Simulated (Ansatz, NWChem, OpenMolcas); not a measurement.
**AgI (SMILES [Ag][I]): the vertical energy of the triplet above the singlet, rung by rung**

AgI: 2 atoms, total charge 0, spin state singlet. SMILES: `[Ag][I]`. The bond length is the measured one.

```xyz
2

Ag    0.0000    0.0000    0.0000
I     0.0000    0.0000    2.5446
```

Each level gives the vertical energy of the triplet above the singlet (eV). The values are calculated.

```csv
level,kind,program,value (eV),less CCSD(T)/def2-TZVPPD
HF/def2-TZVPPD (core potential),Hartree–Fock,OpenMolcas,2.66,-0.16
BLYP/def2-TZVPPD (core potential),GGA,Ansatz,2.46,-0.36
r2SCAN/def2-TZVPPD (core potential),meta-GGA,Ansatz,2.49,-0.33
B3LYP/def2-TZVPPD (core potential),global hybrid,OpenMolcas,2.65,-0.17
M06-2X/def2-TZVPPD (core potential),hybrid meta-GGA,NWChem,2.80,-0.02
wB97X/def2-TZVPPD (core potential),range-separated hybrid,NWChem,2.91,+0.09
MP2/def2-TZVPPD (core potential),perturbation theory,Ansatz,2.90,+0.08
CCSD(T)/def2-TZVPPD (core potential),coupled cluster or CI,Ansatz,2.82,0.00
```

Differences are taken from CCSD(T)/def2-TZVPPD (core potential) for orientation; it has basis-set and higher-order errors of its own. Spin-orbit coupling, which can split open shells on such heavy atoms by tenths of an eV, is left out. The values span 2.46 to 2.91 eV. In the correlated wave-function rows the outer d shell of I is correlated, in sets not made for it.

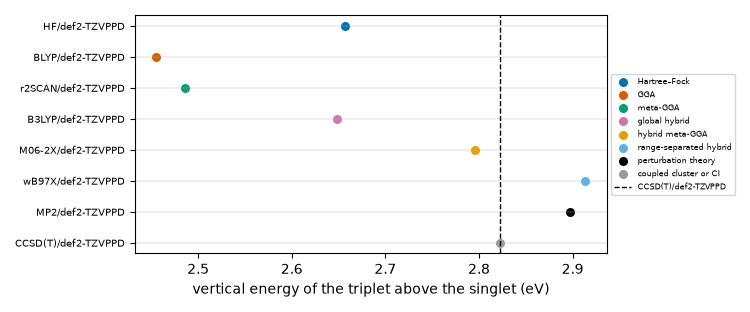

The values of the table, level by level.
